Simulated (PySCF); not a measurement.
Molecule: H4OSiZn, SMILES [O]([SiH3])[ZnH]. Atoms near the plane z = 0.0 Å, at the PBE0/def2-SVP optimised geometry (x, y, z in Å): Si4 (-0.5, -0.3, 0.0), H5 (1.0, -0.3, 0.0), H7 (-0.9, 1.1, 0.0).

Method: PBE0/def2-TZVP (PySCF). Cells within 0.4 Å of a nucleus heavier than hydrogen are left out (blank, or x). The values are rescaled to run from 0 to 1.

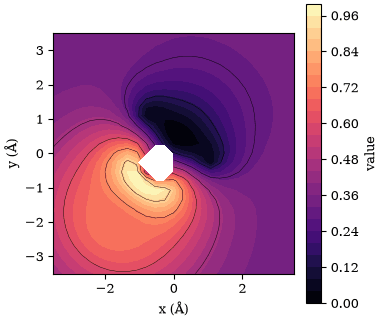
*a field on the plane z = 0.0 Å.*

Task: Which quantity is mapped?
(A) an orbital amplitude
(B) log10 of the electron density
(C) electrostatic potential
(D) deformation density (molecule minus spherical neutral atoms)

Result: A, an orbital amplitude. In full: LUMO amplitude (bohr^(-3/2)).
